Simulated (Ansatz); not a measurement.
# CH₆AlInOS: small, medium and large basis sets

How large a basis does CH₆AlInOS need? Two functionals are run in growing sets.

Method: one geometry, several basis sets; program: Ansatz 0.2.0, Gaussian basis.

Plan: PBE0-D4/def2-SVP; ωB97M-V/def2-SVP; PBE0-D4/def2-QZVPP; ωB97M-V/def2-QZVPP; the functionals' def2-TZVPP values are taken from earlier runs.

**1. Structure used throughout**

All runs share one geometry, relaxed beforehand with PBE0-D4 in a triple-zeta def2 set. In takes the def2 core potential; no spin-orbit term is included.

SMILES `C[S][AlH][O][InH2]`, 11 atoms, charge 0, spin multiplicity 1.

Atoms are counted from 1 here; the program's logs count them from 0.

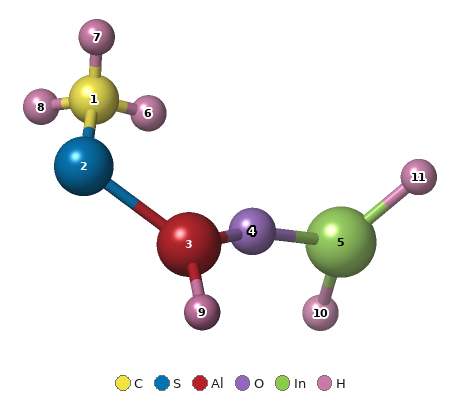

The geometry (carbon yellow, sulfur blue, aluminium red, oxygen purple, indium green, hydrogen pink); atoms are numbered from 1 in the order of the file.

**2. PBE0-D4 in def2-SVP**

Contents of in.yaml:

```yaml
crystal:
  periodic: [false, false, false]
  atoms:
    - {symbol: C, position_ang: [-0.179797, 0.719195, 2.121524]}
    - {symbol: S, position_ang: [-0.408878, -1.088078, 2.167829]}
    - {symbol: Al, position_ang: [-0.194134, -1.626664, 0.069471]}
    - {symbol: O, position_ang: [0.101377, -0.440180, -1.070873]}
    - {symbol: In, position_ang: [0.403168, 0.554375, -2.751391]}
    - {symbol: H, position_ang: [0.028268, 1.062552, 1.109427]}
    - {symbol: H, position_ang: [0.653693, 0.984221, 2.771003]}
    - {symbol: H, position_ang: [-1.086096, 1.200386, 2.487498]}
    - {symbol: H, position_ang: [-0.323293, -3.154567, -0.310272]}
    - {symbol: H, position_ang: [-1.053717, 0.927519, -3.560988]}
    - {symbol: H, position_ang: [2.059398, 0.861252, -3.033238]}
basis:
  gaussian: {orbitals: def2-SVP}
hamiltonian: {xc: pbe0, dispersion: d4}
output: {orbitals: {seedname: orbitals}}
```

Started as:

```
> ansatz run in.yaml --threads 4 --pin off --events-out ev --progress --plain --max-ram 10444MiB
```

Standard output:

```text
Functional definition: PBE0
  name "PBE0"
  cite "Adamo & Barone, J. Chem. Phys. 110, 6158 (1999) doi:10.1063/1.478522"
  cite "Perdew, Burke & Ernzerhof, Phys. Rev. Lett. 77, 3865 (1996) doi:10.1103/PhysRevLett.77.3865"
  parent pbe
  parameter a = 0.25
  parameter kappa = 0.804
  parameter beta = 0.06672455060314922
  exchange = (1 - a)*pbe_x(kappa = kappa, mu = beta*pi^2/3) + a*exact_x
  correlation = pbe_c(beta = beta)
1238 factors; integrals over basis functions are off by at most 1.2e-3 eV
mean field evaluation 1: about -25762.3960 eV, gradient 6.7e1 eV
mean field evaluation 2: about -25698.5653 eV, gradient 1.7e2 eV
mean field evaluation 4: about -25771.1113 eV, gradient 1.2e1 eV
mean field evaluation 8: about -25771.6172 eV, gradient 6.5e-1 eV
mean field evaluation 16: about -25771.6186 eV, gradient 1.2e-4 eV
mean field -25771.61863751 eV, -947.0895162980 hartree, gradient 2.3e-5 eV, S^2 0.000000; 0 other end points of the search recorded, 0 dependent functions left out
reference -25771.61867946 eV, -947.0895178396 hartree; 35, 35 occupied and 85, 85 virtual orbitals, 1238 factors
Total energy: -25771.84448593 eV, -947.0978160744 hartree
```

Run time: 1.4 s. Hardware: 4 threads of Intel Xeon at 2.60GHz, shared host; peak memory 0.29 GiB.

**3. ωB97M-V in def2-SVP**

in.yaml: that of step 2 with these lines changed.

```diff
@@ -16,3 +16,3 @@
   gaussian: {orbitals: def2-SVP}
-hamiltonian: {xc: pbe0, dispersion: d4}
+hamiltonian: {xc: {name: wB97M-V}}
 output: {orbitals: {seedname: orbitals}}
```

Same command.

Standard output, cut to the lines that bear on the results:

```text
Functional definition: wB97M-V
  name "wB97M-V"
  cite "Mardirossian & Head-Gordon, J. Chem. Phys. 144, 214110 (2016) doi:10.1063/1.4952647"
  cite "Becke, J. Chem. Phys. 107, 8554 (1997) doi:10.1063/1.475007"
  cite "Vydrov & Van Voorhis, J. Chem. Phys. 133, 244103 (2010) doi:10.1063/1.3521275"
  # Of w^i u^j: cxij and so on, Table III.
[...]
  gx(w, u) = 1 - cx + cx01*u + cx10*w
  gss(w, u) = css00 + css04*u^4 + css10*w + css20*w^2 + css43*w^4*u^3
  gos(w, u) = cos00 + cos10*w + (cos20 + cos21*u)*w^2 + (cos60 + cos61*u)*w^6
[...]
      + integral(e_c_pw_mod_opposite_spin*gos(b97_w_opposite, b97_u_opposite)) + vv10(b, c)
1238 factors; integrals over basis functions are off by at most 1.2e-3 eV
370 factors; integrals over basis functions are off by at most 1.0e-5 eV
[...]
mean field -25778.23578347 eV, -947.3326919268 hartree, gradient 4.7e-5 eV, S^2 0.000000; 0 other end points of the search recorded, 0 dependent functions left out
reference -25778.23584974 eV, -947.3326943622 hartree; 35, 35 occupied and 85, 85 virtual orbitals, 1238 factors
Total energy: -25778.23584974 eV, -947.3326943622 hartree
```

Wall time 4.8 s (4 threads of Intel Xeon at 2.60GHz, shared host); peak memory 0.45 GiB.

**4. PBE0-D4 in def2-QZVPP**

in.yaml: that of step 3 with these lines changed.

```diff
@@ -15,4 +15,4 @@
 basis:
-  gaussian: {orbitals: def2-SVP}
-hamiltonian: {xc: {name: wB97M-V}}
+  gaussian: {orbitals: "def2-QZVPP.json"}
+hamiltonian: {xc: pbe0, dispersion: d4}
 output: {orbitals: {seedname: orbitals}}
```

Launched as before.

Standard output:

```text
Functional definition: PBE0
  name "PBE0"
  cite "Adamo & Barone, J. Chem. Phys. 110, 6158 (1999) doi:10.1063/1.478522"
  cite "Perdew, Burke & Ernzerhof, Phys. Rev. Lett. 77, 3865 (1996) doi:10.1103/PhysRevLett.77.3865"
  parent pbe
  parameter a = 0.25
  parameter kappa = 0.804
  parameter beta = 0.06672455060314922
  exchange = (1 - a)*pbe_x(kappa = kappa, mu = beta*pi^2/3) + a*exact_x
  correlation = pbe_c(beta = beta)
2006 factors; their error is unknown
mean field evaluation 1: about -25770.4071 eV, gradient 8.1e1 eV
mean field evaluation 2: about -25687.0060 eV, gradient 1.9e2 eV
mean field evaluation 4: about -25782.0051 eV, gradient 1.5e1 eV
mean field evaluation 8: about -25782.5287 eV, gradient 3.2e-1 eV
mean field evaluation 16: about -25782.5921 eV, gradient 2.6e-4 eV
mean field -25782.59213285 eV, -947.4927848136 hartree, gradient 6.0e-5 eV, S^2 0.000000; 0 other end points of the search recorded, 0 dependent functions left out
reference -25782.59218535 eV, -947.4927867429 hartree; 35, 35 occupied and 481, 481 virtual orbitals, 2006 factors
Total energy: -25782.81799182 eV, -947.5010849777 hartree
```

Wall time 9.5 s (4 threads of Intel Xeon at 2.60GHz, shared host); peak memory 2.4 GiB.

**5. ωB97M-V in def2-QZVPP**

in.yaml: that of step 4 with these lines changed.

```diff
@@ -16,3 +16,3 @@
   gaussian: {orbitals: "def2-QZVPP.json"}
-hamiltonian: {xc: pbe0, dispersion: d4}
+hamiltonian: {xc: {name: wB97M-V}}
 output: {orbitals: {seedname: orbitals}}
```

Launched as before.

Standard output, cut to the lines that bear on the results:

```text
Functional definition: wB97M-V
  name "wB97M-V"
  cite "Mardirossian & Head-Gordon, J. Chem. Phys. 144, 214110 (2016) doi:10.1063/1.4952647"
  cite "Becke, J. Chem. Phys. 107, 8554 (1997) doi:10.1063/1.475007"
  cite "Vydrov & Van Voorhis, J. Chem. Phys. 133, 244103 (2010) doi:10.1063/1.3521275"
  # Of w^i u^j: cxij and so on, Table III.
[...]
  gx(w, u) = 1 - cx + cx01*u + cx10*w
  gss(w, u) = css00 + css04*u^4 + css10*w + css20*w^2 + css43*w^4*u^3
  gos(w, u) = cos00 + cos10*w + (cos20 + cos21*u)*w^2 + (cos60 + cos61*u)*w^6
[...]
      + integral(e_c_pw_mod_opposite_spin*gos(b97_w_opposite, b97_u_opposite)) + vv10(b, c)
1895 factors; their error is unknown
470 factors; integrals over basis functions are off by at most 1.3e-5 eV
[...]
mean field -25789.30630473 eV, -947.7395260792 hartree, gradient 4.3e-5 eV, S^2 0.000000; 0 other end points of the search recorded, 0 dependent functions left out
reference -25789.30638886 eV, -947.7395291707 hartree; 35, 35 occupied and 481, 481 virtual orbitals, 1895 factors
Total energy: -25789.30638886 eV, -947.7395291707 hartree
```

Run time: 20 s. Hardware: 4 threads of Intel Xeon at 2.60GHz, shared host; peak memory 2.8 GiB.

**6. Density functionals: the series**

The def2-TZVPP values come from earlier runs at the same geometry.

| functional | basis | functions | energy (eV) | from the largest (eV) | HOMO (eV) | LUMO (eV) |
| --- | --- | --- | --- | --- | --- | --- |
| PBE0-D4 | def2-SVP | 120 | -25771.8445 | 10.974 | -6.64 | -1.67 |
| PBE0-D4 | def2-TZVPP | 280 | -25782.0372 | 0.781 | -6.76 | -1.73 |
| PBE0-D4 | def2-QZVPP | 516 | -25782.8180 | 0.000 | -6.78 | -1.73 |
| ωB97M-V | def2-SVP | 120 | -25778.2358 | 11.071 | -8.75 | -0.10 |
| ωB97M-V | def2-TZVPP | 280 | -25788.5578 | 0.749 | -8.92 | -0.31 |
| ωB97M-V | def2-QZVPP | 516 | -25789.3064 | 0.000 | -8.95 | -0.35 |

**7. Outcome**

| quantity | value |
| --- | --- |
| PBE0-D4: double and triple zeta above quadruple | 10.97, 0.78 eV |
| ωB97M-V: double and triple zeta above quadruple | 11.07, 0.75 eV |

PBE0-D4 gains 10.19 eV from double to triple zeta, then 0.78 eV more. Total energies overstate the basis error of differences, where much of it tends to cancel.

For PBE0-D4 the largest set took about 7 times as long as the smallest (9.5 s against 1.4 s).
